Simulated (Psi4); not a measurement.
**CHF3O3S (triflic acid) at DSD-PBEP86/6-31G(d) (density fitting for correlation, spherical functions)**

What is the vertical ionisation energy of CHF3O3S (triflic acid) at DSD-PBEP86/6-31G* (density fitting for correlation, spherical functions)? 

The calculation is run with Psi4 1.11.

1 further run of the same task is left out (set aside as unsound or not needed). Runs told in other sessions of the task aren't counted.

### Step 1. The structure to begin with

CHF3O3S has 9 atoms, charge 0, and is taken as a singlet. SMILES: `O=S(=O)(O)C(F)(F)F`. Geometry: relaxed at PBE0-D4/def2-TZVP. This is one conformer, not always the lowest.

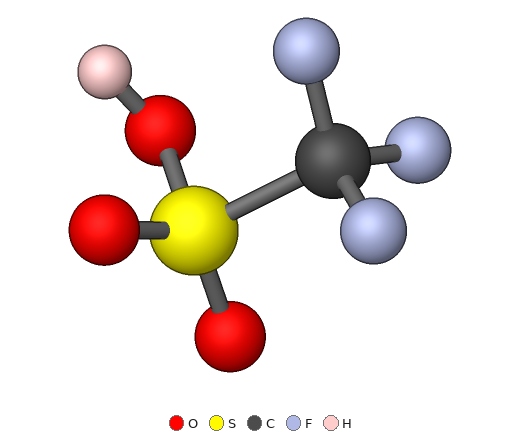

The structure, seen from a chosen angle (oxygen red, sulfur yellow, carbon dark grey, fluorine light blue, hydrogen pink).

### Step 2. The energy at DSD-PBEP86/6-31G(d) (density fitting for correlation, spherical functions)

The input, chf3o3s.json:

```json
{
 "schema_name": "qcschema_input",
 "schema_version": 1,
 "molecule": {
  "schema_name": "qcschema_molecule",
  "schema_version": 2,
  "symbols": ["O", "S", "O", "O", "C", "F", "F", "F", "H"],
  "geometry": [2.76446145, -1.09957494, 1.86277863, 0.56408325, -1.47198327, 0.36730607, 0.27302763, -3.47265521, -1.37944338, -1.83821219, -1.47011244, 2.13183784, 0.00591484, 1.5056015, -1.37048608, -0.14467743, 3.40479515, 0.26112236, 1.91690039, 1.8975118, -2.92437008, -2.11823181, 1.36784046, -2.66884131, -1.42328503, -0.66140414, 3.72009595],
  "molecular_charge": 0,
  "molecular_multiplicity": 1,
  "fix_symmetry": "c1",
  "fix_com": true,
  "fix_orientation": true
 },
 "driver": "energy",
 "model": {
  "method": "dsd-pbep86",
  "basis": "6-31G*"
 },
 "keywords": {
  "puream": true,
  "e_convergence": 1e-09,
  "d_convergence": 1e-08,
  "scf_type": "pk",
  "dft_radial_points": 99,
  "dft_spherical_points": 590,
  "num_frozen_docc": 12
 }
}
```

Run with:

```console
$ psi4 --qcschema chf3o3s.json -n 1 --memory 2200MB
```

stdout:

```text
[...]
  Running in c1 symmetry.
[...]
  Nuclear repulsion =  572.265529845936271
[...]
  Multiplicity = 1
[...]
  Nalpha       = 37
  Nbeta        = 37
[...]
    Number of basis functions: 118
[...]
   @RKS iter   1:  -959.67773502434170    4.57685e-01   7.79002e-03 ADIIS/DIIS
[...]
   @RKS iter  13:  -960.00601121943703    9.09495e-13   2.76406e-09 DIIS
[...]
    Orbital Energies [Eh]
    ---------------------
    Doubly Occupied:
       1A    -91.178127     2A    -25.823645     3A    -25.821178
       4A    -25.820680     5A    -20.179473     6A    -20.115156
       7A    -20.111075     8A    -11.185048     9A     -8.881650
      10A     -6.660697    11A     -6.659382    12A     -6.658312
      13A     -1.642743    14A     -1.546225    15A     -1.545349
      16A     -1.450571    17A     -1.330065    18A     -1.300501
      19A     -0.967413    20A     -0.869144    21A     -0.806484
      22A     -0.793616    23A     -0.790724    24A     -0.709510
      25A     -0.676985    26A     -0.666631    27A     -0.655444
      28A     -0.646410    29A     -0.627586    30A     -0.627237
      31A     -0.606151    32A     -0.603775    33A     -0.546706
      34A     -0.511192    35A     -0.491140    36A     -0.467938
[...]
  @RKS Final Energy:  -960.00601121943703
   => Energetics <=
    Nuclear Repulsion Energy =            572.2655298459362712
    One-Electron Energy =               -2465.6872261516227809
    Two-Electron Energy =                 958.6587071020481972
    DFT Exchange-Correlation Energy =     -25.2430220157987435
    Empirical Dispersion Energy =           0.0000000000000000
    VV10 Nonlocal Energy =                  0.0000000000000000
    Total Energy =                       -960.0060112194370276
[...]
 Multipole Moments:
 ------------------------------------------------------------------------------------
     Multipole            Electronic (a.u.)      Nuclear  (a.u.)        Total (a.u.)
 ------------------------------------------------------------------------------------
 L = 1.  Multiply by 2.5417464519 to convert [e a0] to [Debye]
 Dipole X            :        -14.6687499           14.1176715           -0.5510784
 Dipole Y            :          4.2726371           -3.4869415            0.7856956
 Dipole Z            :         26.4583177          -25.6933400            0.7649777
 Magnitude           :                                                    1.2272717
[...]
```

The result, in JSON:

```text
{
 "driver": "energy",
 "model": {
  "method": "dsd-pbep86",
  "basis": "6-31G*"
 },
 "success": true,
 "return_result": -960.6891368582058,
 "properties": {
  "calcinfo_nbasis": 118,
  "calcinfo_nmo": 118,
  "calcinfo_nalpha": 37,
  "calcinfo_nbeta": 37,
  "calcinfo_natom": 9,
  "nuclear_repulsion_energy": 572.2655298459363,
  "return_energy": -960.6891368582058,
  "scf_one_electron_energy": -2465.687226151623,
  "scf_two_electron_energy": 958.6587071020482,
  "scf_xc_energy": -25.243022015798743,
  "scf_dipole_moment": [-0.5510784494008956, 0.78569556609175, 0.7649777124891592],
  "scf_total_energy": -960.006011219437,
  "scf_iterations": 13
 }
}
```

Run time: 19 s. Hardware: 1 thread of AMD EPYC 9R45 (Zen 5), shared host; peak memory 0.7 GiB.

### Step 3. The doublet cation, same level

The input, chf3o3s_ase.py:

```python
import numpy as np
from ase.calculators.psi4 import Psi4
from ase import Atoms

mol = Atoms(['O', 'S', 'O', 'O', 'C', 'F', 'F', 'F', 'H'], positions=[
    [1.462890, -0.581870, 0.985740],
    [0.298500, -0.778940, 0.194370],
    [0.144480, -1.837650, -0.729970],
    [-0.972740, -0.777950, 1.128120],
    [0.003130, 0.796730, -0.725230],
    [-0.076560, 1.801740, 0.138180],
    [1.014380, 1.004120, -1.547510],
    [-1.120920, 0.723830, -1.412290],
    [-0.753170, -0.350000, 1.968590],
])
calc = Psi4(atoms=mol, method='dsd-pbep86', basis='6-31G*', memory='2200MB', num_threads=1, charge=1, multiplicity=2, label='psi4-calc', reference='uks')
calc.psi4.set_options({'puream': True, 'e_convergence': 1e-09, 'd_convergence': 1e-08, 'scf_type': 'pk', 'dft_radial_points': 99, 'dft_spherical_points': 590, 'num_frozen_docc': 12, 'maxiter': 100})
mol.calc = calc

print(f'energy: {mol.get_potential_energy():.6f} eV')
```

Run with:

```console
$ python chf3o3s_ase.py
```

psi4-calc.dat:

```text
[...]
  Running in c1 symmetry.
[...]
  Nuclear repulsion =  572.265529984232899
[...]
  Multiplicity = 2
[...]
  Nalpha       = 37
  Nbeta        = 36
[...]
    Number of basis functions: 118
[...]
   @UKS iter   1:  -959.12618359939506    1.00924e+00   8.30283e-03 DIIS/ADIIS
[...]
   @UKS iter  60:  -959.53972894926244   -2.38742e-12   7.90912e-09 DIIS
[...]
   @S^2 Observed:                7.883142203E-01
[...]
    Orbital Energies [Eh]
    ---------------------
    Alpha Occupied:
       1A    -91.441709     2A    -26.059391     3A    -26.058742
       4A    -26.051879     5A    -20.433028     6A    -20.430056
       7A    -20.420204     8A    -11.459214     9A     -9.151979
      10A     -6.929841    11A     -6.928979    12A     -6.928266
      13A     -1.875239    14A     -1.776922    15A     -1.773752
      16A     -1.734706    17A     -1.612265    18A     -1.587657
      19A     -1.239722    20A     -1.107786    21A     -1.051801
      22A     -1.023305    23A     -1.021308    24A     -0.980551
      25A     -0.941347    26A     -0.905533    27A     -0.892612
      28A     -0.891186    29A     -0.872956    30A     -0.852429
      31A     -0.850822    32A     -0.828309    33A     -0.820268
      34A     -0.797353    35A     -0.778359    36A     -0.765931
[...]
  @UKS Final Energy:  -959.53972894926244
   => Energetics <=
    Nuclear Repulsion Energy =            572.2655299842328986
    One-Electron Energy =               -2446.9730595984019601
    Two-Electron Energy =                 940.2726873566053882
    DFT Exchange-Correlation Energy =     -25.1048866916987379
    Empirical Dispersion Energy =           0.0000000000000000
    VV10 Nonlocal Energy =                  0.0000000000000000
    Total Energy =                       -959.5397289492624395
  UHF NO Occupations:
  HONO-2 :   35  A 1.9928813
  HONO-1 :   36  A 1.9890607
[...]
 Multipole Moments:
 ------------------------------------------------------------------------------------
     Multipole            Electronic (a.u.)      Nuclear  (a.u.)        Total (a.u.)
 ------------------------------------------------------------------------------------
 L = 1.  Multiply by 2.5417464519 to convert [e a0] to [Debye]
 Dipole X            :          0.1431633           -0.3310855           -0.1879222
 Dipole Y            :          3.5678623           -3.6910784           -0.1232161
 Dipole Z            :         -2.9682654            4.1242084            1.1559430
 Magnitude           :                                                    1.1775827
[...]
```

The script printed:

```text
energy: -26129.275247 eV
```

Wall time 1.8 min (1 thread of AMD EPYC 9R45 (Zen 5), shared host); peak memory 0.72 GiB.

### Step 4. Summary of results

Level: DSD-PBEP86/6-31G* (density fitting for correlation, spherical functions), 12 core orbitals frozen.

```
                                                                quantity          value
                                           singlet CHF3O3S: total energy  -960.68914 Eh
                      singlet CHF3O3S: HOMO energy (SCF part's orbitals)      -12.51 eV
                      singlet CHF3O3S: LUMO energy (SCF part's orbitals)        3.14 eV
                    singlet CHF3O3S: HOMO–LUMO gap (SCF part's orbitals)       15.65 eV
                                            doublet cation: total energy  -960.23316 Eh
doublet cation: HOMO energy (SCF part's orbitals) (highest over α and β)      -18.75 eV
 doublet cation: LUMO energy (SCF part's orbitals) (lowest over α and β)      -12.77 eV
                                                    doublet cation: ⟨S²⟩          0.788
                      vertical ionisation energy (to the doublet cation)      12.408 eV
```

Removing an electron at fixed nuclei costs 12.41 eV (1197 kJ/mol). The negative HOMO energy of the first species, 12.51 eV, lies 0.11 eV above that difference.
